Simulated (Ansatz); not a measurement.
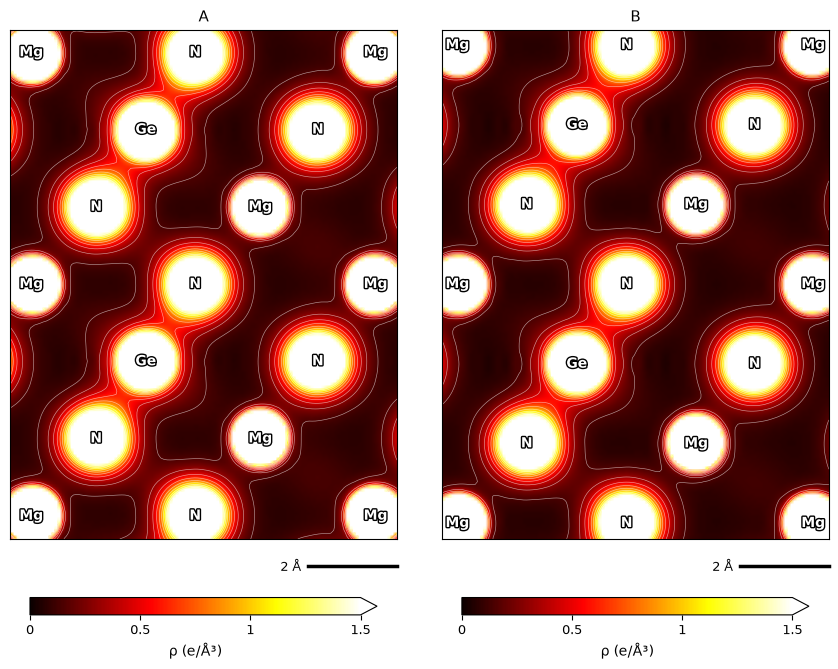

Mg2GeN3. The valence charge density (pseudo) of two cells that differ in size, on the (110) plane of each (indices in the axes of the calculation cell), at one length scale and on one colour scale: B has 11.1 Å³ an atom and A 10.1.

Space group P-3m1; a generated structure, not necessarily the stable one; computed without spin polarisation.

These are results of DFT PBE, scalar-relativistic, plane waves, PAW in Ansatz, not measurements.

The density is the valence pseudo-density of a PAW calculation; it isn't the true density close to the nuclei.

What does the compression do to the bonding and the properties?

From the larger cell to the smaller, Mg–N goes from 2.22 to 2.16 Å, and the density at its midpoint from 0.3 to 0.33 e/Å³; Ge–N goes from 2.11 to 2.06 Å, and the density at its midpoint from 0.59 to 0.65 e/Å³; the pressure goes from −12 to 0.0 GPa.
